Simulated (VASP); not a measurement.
Band structure of BaO (rock salt). Calculation: rev-vdW-DF2, VASP's PBE PAW potentials (set 64) (plane waves; VASP).

Unless said otherwise, spin-orbit coupling is left out, though it shifts the bands of the heavy elements here.

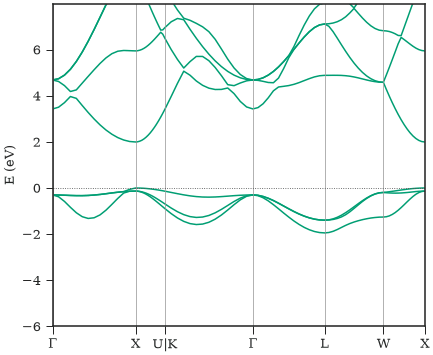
Figure: Bands along high-symmetry lines, zero at the valence-band maximum or, without a gap, the Fermi level

Task: Read the plot: is there a gap, and where are the band edges?

Result: The gap is direct, 2.00 eV, from the valence maximum at X to the conduction minimum at X. (Edges off the drawn lines would not show.)

Measured: gap 4.40 eV (computed value off by -2.40 eV), as given by Abedi et al., (2022), arXiv:2211.14644.

The compound is BaO in the rock salt structure. It was relaxed first.
